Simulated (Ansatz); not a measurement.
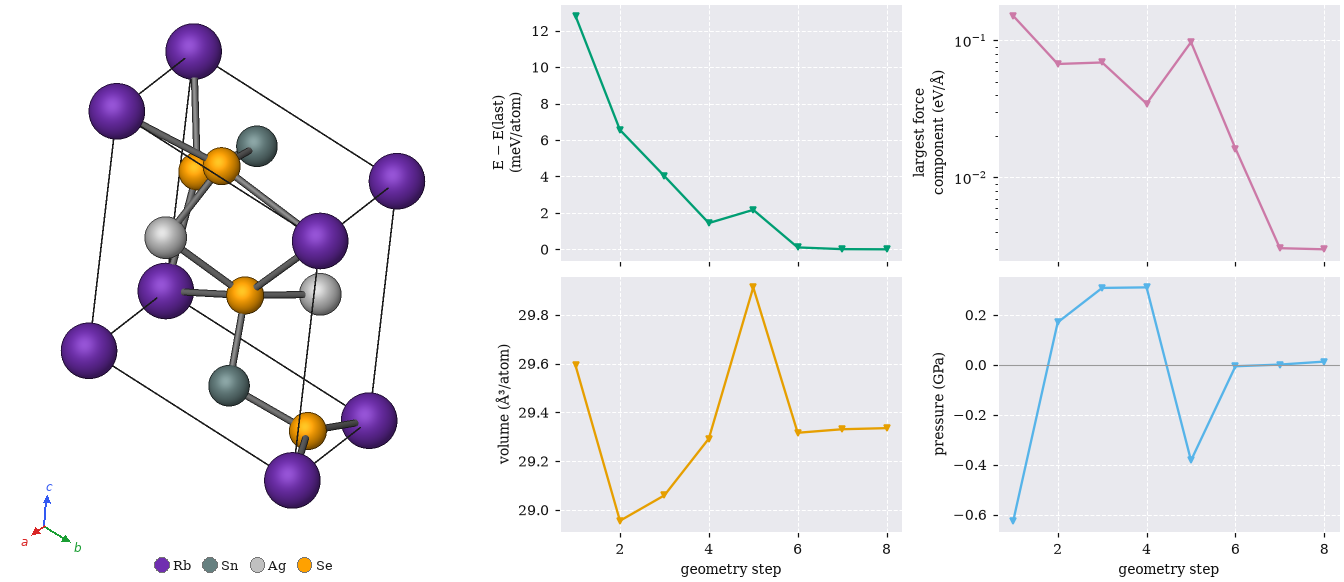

Beside the plot: the structure at the start.

History of a geometry optimisation. Atoms and cell relax. A closing SCF on a freshly chosen basis isn't drawn.

```
crystal:
  lattice:
    - [-3.6323, 3.828326, 4.256162]
    - [3.6323, -3.828326, 4.256162]
    - [3.6323, 3.828326, -4.256162]
  atoms:
    - { symbol: Rb, position: [0.0, 0.0, 0.0] }
    - { symbol: Sn, position: [0.5, 0.5, 0.0] }
    - { symbol: Ag, position: [0.69269, 0.19269, 0.5] }
    - { symbol: Ag, position: [0.30731, 0.80731, 0.5] }
    - { symbol: Se, position: [0.52386, 0.53313, 0.40103] }
    - { symbol: Se, position: [0.1321, 0.12283, 0.59897] }
    - { symbol: Se, position: [0.47614, 0.87717, 0.00927] }
    - { symbol: Se, position: [0.8679, 0.46687, 0.99073] }
  symmetry: { tolerance: 0.0003 }
kpoints:
  mp_grid: { grid: [3, 3, 3], shift: [0, 0, 0] }
magnetization:
  spin_polarized: false
scf:
  occupations: { method: cold, width: 0.0158 }
  mixing: { algorithm: anderson, beta: 0.05, ndim: 2 }
hamiltonian:
  pseudopotentials: { kind: paw }
  xc: pbe
basis:
  ecutwfc: 420
output:
  forces: true
  stress: true
  eigenvalues: true
relax:
  max_steps: 40
  cell: {}
```

Command:
```bash
ansatz run input.yaml --threads 1 --pin off --max-ram 2560MiB --backend cpu --events-out ev --progress --plain --runs-dir out
```

How did the optimisation end?

The optimisation met its thresholds at geometry 8, counting the start as the first. The energy fell by about 13 meV/atom from the first step to the last. Step 5 went uphill and was rejected by the line search. The largest force component goes from about 0.15 eV/Å at the start to 3 × 10⁻³ eV/Å at the end.

Was the starting cell too large or too small?

The volume shrinks from 29.59 to 29.34 Å³ per atom (−0.9 %), overshooting to 28.96 at step 2, as the pressure goes from −0.63 GPa to about 0 GPa. The start was expanded.

By which step was nine tenths of the energy gained?

By step 6 of 8.

Is anything amiss with this input?

Its settings were drawn outside the usual range, so the numbers aren't converged properties of the system.
